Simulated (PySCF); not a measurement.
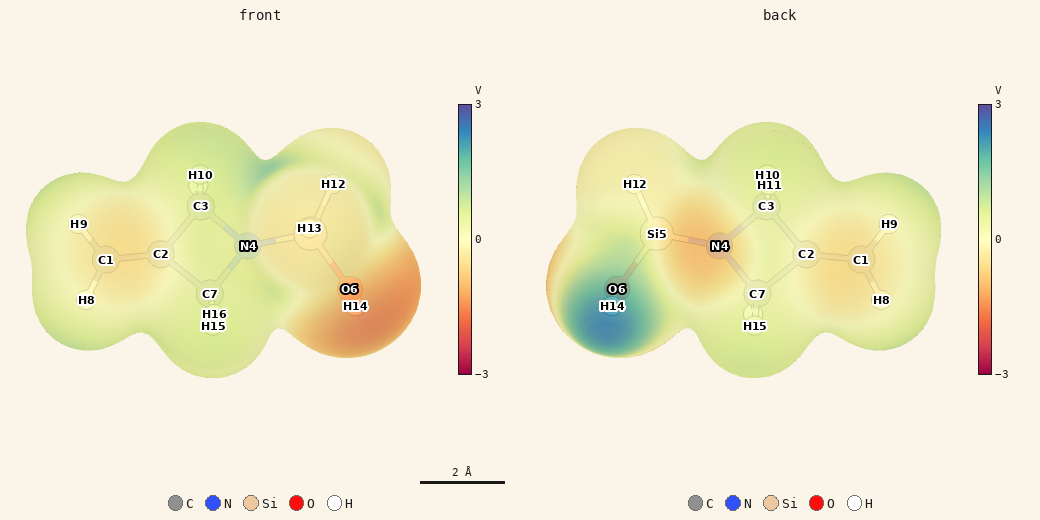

The picture shows: C₄H₉NOSi. The molecular electrostatic potential painted on the density surface at 0.002 e/bohr³, seen from the front and from behind; the colour scale runs from red (negative) to blue (positive).

Geometry: GFN2-xTB, coordinate held.

The calculation used PySCF, BP86/pcSseg-1, SCF density, gas phase, non-relativistic.

Input file:

```
{"job": {"kind": "nmr", "xc": "BP86", "basis": "pcSseg-1", "every": 1, "pop": false}, "charge": 0, "multiplicity": 1}
C      2.774523     0.413740     0.019493
C      1.496326     0.109115    -0.036862
C      0.609738    -0.902609     0.628362
N     -0.525375    -0.389411    -0.142061
Si    -2.121703    -0.178421     0.459082
O     -3.053564     0.424574    -0.727666
C      0.306125     0.638750    -0.780998
H      3.190371     1.214491    -0.568441
H      3.454116    -0.127153     0.655943
H      0.518594    -0.793432     1.712878
H      0.836406    -1.949060     0.401361
H     -2.511041    -1.524285     0.882337
H     -2.334641     0.838574     1.488546
H     -3.047144     0.028004    -1.594467
H      0.349616     0.531858    -1.870091
H      0.035679     1.670966    -0.542678
```

Launched as:

```sh
OMP_NUM_THREADS=1 python ens_run.py task.json out
```

Q: Where is the surface potential most negative and most positive?

A: The most negative region (about −1.5 V) lies over O6, the most positive (about +2.3 V) over H14. O6 is the likeliest acceptor of a hydrogen bond.
